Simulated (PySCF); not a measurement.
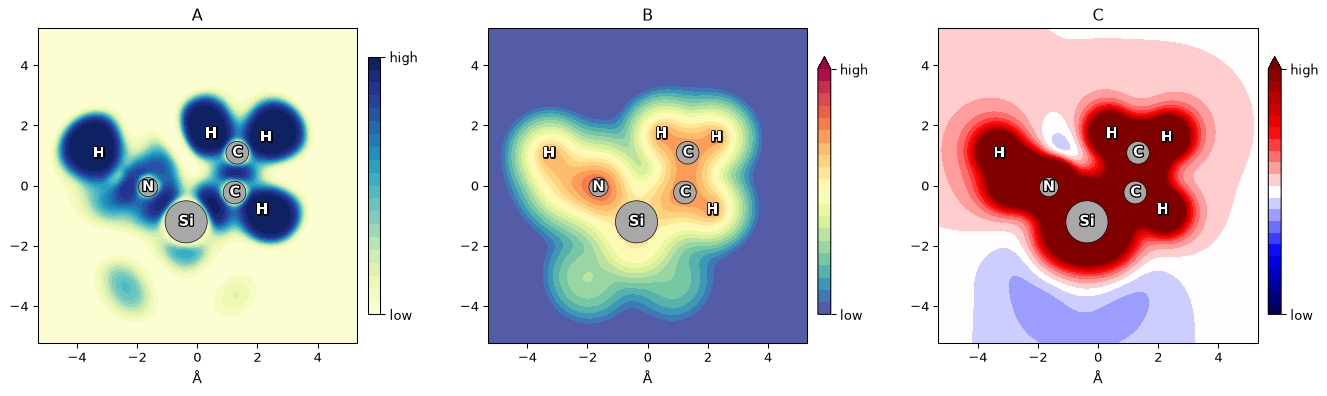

C$_{4}$H$_{7}$Cl$_{2}$NSi: 3 fields on the plane of atoms Si3, C2 and H11, with unlabelled colour scales. Grey discs cover the atomic cores.

Geometry: GFN2-xTB.

Computed with PySCF, PBE0/def2-SVPD, SCF density, gas phase.

```yaml
atoms:
  - { symbol: C, position_ang: [1.1782, -1.6473, 1.3550] }
  - { symbol: C, position_ang: [0.0125, -1.5452, 0.7357] }
  - { symbol: Si, position_ang: [-0.4457, -0.2004, -0.4945] }
  - { symbol: N, position_ang: [0.8704, 0.9017, -0.5172] }
  - { symbol: C, position_ang: [1.6471, 1.3644, -1.3777] }
  - { symbol: C, position_ang: [-1.8252, 0.8987, 0.2884] }
  - { symbol: Cl, position_ang: [-2.3165, 2.1754, -0.8434] }
  - { symbol: Cl, position_ang: [-3.2264, -0.1122, 0.6808] }
  - { symbol: H, position_ang: [1.3933, -2.4408, 2.0545] }
  - { symbol: H, position_ang: [1.9682, -0.9338, 1.1882] }
  - { symbol: H, position_ang: [-0.7487, -2.2880, 0.9377] }
  - { symbol: H, position_ang: [-1.0144, -0.7497, -1.7285] }
  - { symbol: H, position_ang: [1.6253, 1.1100, -2.4390] }
  - { symbol: H, position_ang: [2.4097, 2.0760, -1.0709] }
  - { symbol: H, position_ang: [-1.5321, 1.3992, 1.2092] }
```

> Which field does each panel show? The fields are: electron density, electron localisation function and electrostatic potential.

Panel A: electron localisation function. Panel B: electron density. Panel C: electrostatic potential (strongly positive close to the atoms, with negative regions outside electron-rich atoms). From the grid: C–C (1.32 Å): ρ is about 2.3 e/Å³ halfway; the ELF peaks at about 0.90 between the atoms: a short, multiple covalent bond. Si–N (1.72 Å): the density is about 1.1 e/Å³ at the midpoint; the ELF peaks at about 0.90 between the atoms, as expected for a shared but strongly polarised pair.
